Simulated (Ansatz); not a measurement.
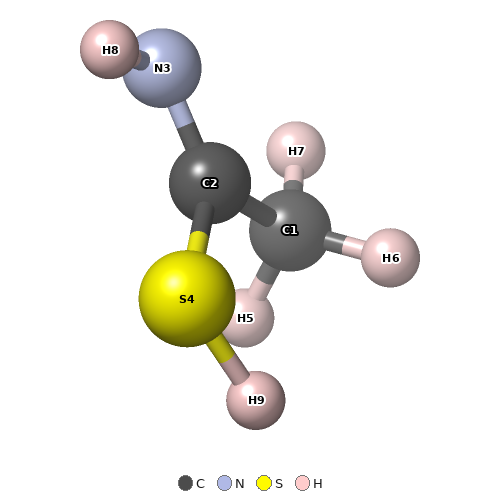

The system is C₂H₅NS, SMILES CC(=N)S; the picture shows the reference structure. 
- The first coordinate is: dihedral C1–C2–N3–H8; the second: dihedral C1–C2–S4–H9.
- Nothing is relaxed (all other coordinates rigid).
- The scan uses an 18 × 18 grid.
- Energies are in eV, from the lowest grid point.
- The dihedral twists a double bond; near 90° a spin-restricted reference is unreliable.
- Method: RKS B3LYP-D4/def2-SVP (Ansatz 0.2.0).

Its coordinates:

```csv
atom,x (Å),y (Å),z (Å)
C,0.5452,0.8293,-0.3426
C,-0.0406,-0.5287,-0.0588
N,0.3765,-1.5631,-0.6614
S,-1.3585,-0.5967,1.1762
H,0.9789,1.2666,0.5711
H,-0.2308,1.5204,-0.7097
H,1.3288,0.7216,-1.1042
H,-0.1127,-2.4158,-0.3683
H,-1.3983,0.7201,1.4802
```

Range: dihedral C1–C2–N3–H8 from −180 to 160°; dihedral C1–C2–S4–H9 from −180 to 160°.

Question: What landscape does the calculation give?

Answer: The lowest grid point is at dihedral C1–C2–N3–H8 = −180°, dihedral C1–C2–S4–H9 = 0°. Higher local minima lie near dihedral C1–C2–N3–H8 = −180°, dihedral C1–C2–S4–H9 = −180° (0.035 eV above the lowest at that grid point); dihedral C1–C2–N3–H8 = 0°, dihedral C1–C2–S4–H9 = −180° (0.07 eV above the lowest at that grid point); dihedral C1–C2–N3–H8 = 0°, dihedral C1–C2–S4–H9 = 0° (0.17 eV above the lowest at that grid point). The highest grid point, dihedral C1–C2–N3–H8 = −80°, dihedral C1–C2–S4–H9 = 80°, lies 2.20 eV above the lowest. On the interpolated surface the easiest way out of the lowest well to the well at dihedral C1–C2–N3–H8 = −180°, dihedral C1–C2–S4–H9 = −180° passes a barrier of about 0.21 eV. Round the minimum the valley is somewhat tilted: raising dihedral C1–C2–N3–H8 shifts the best value of dihedral C1–C2–S4–H9 upwards (coupling k₁₂/√(k₁₁k₂₂) about −0.3).

```tsv
dihedral C1–C2–S4–H9 ↓, dihedral C1–C2–N3–H8 →	−180	−140	−100	−60	−20	20	60	100	140
160	0.06	0.60	1.60	1.13	0.23	0.26	1.18	1.59	0.56
120	0.17	0.79	1.95	1.43	0.45	0.48	1.50	1.93	0.73
80	0.19	0.78	2.07	1.67	0.57	0.51	1.51	2.08	0.84
40	0.06	0.57	1.74	1.46	0.45	0.34	1.22	1.77	0.70
0	0.00	0.53	1.56	1.18	0.30	0.30	1.18	1.56	0.53
−40	0.06	0.69	1.77	1.22	0.34	0.44	1.46	1.74	0.57
−80	0.19	0.83	2.08	1.51	0.51	0.57	1.67	2.07	0.78
−120	0.18	0.73	1.93	1.50	0.48	0.45	1.43	1.95	0.79
−160	0.06	0.56	1.59	1.19	0.26	0.23	1.13	1.60	0.60
```

The table holds every second grid line.

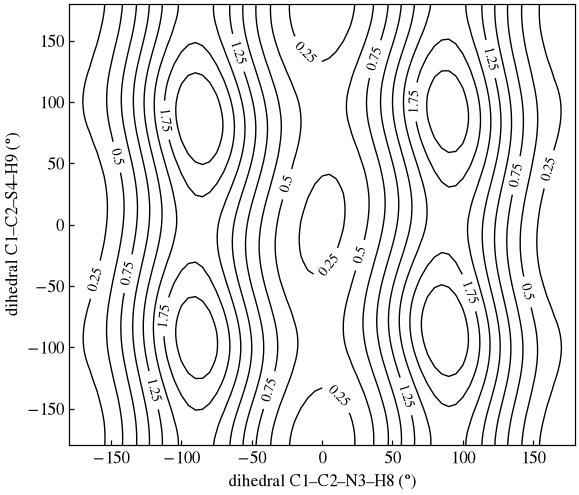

In the figure: contour lines labelled in eV. Between grid points the surface is interpolated.

Time for the 324 points that were run: 19 min on 1 thread of Arm Neoverse V1, with other jobs on the host.
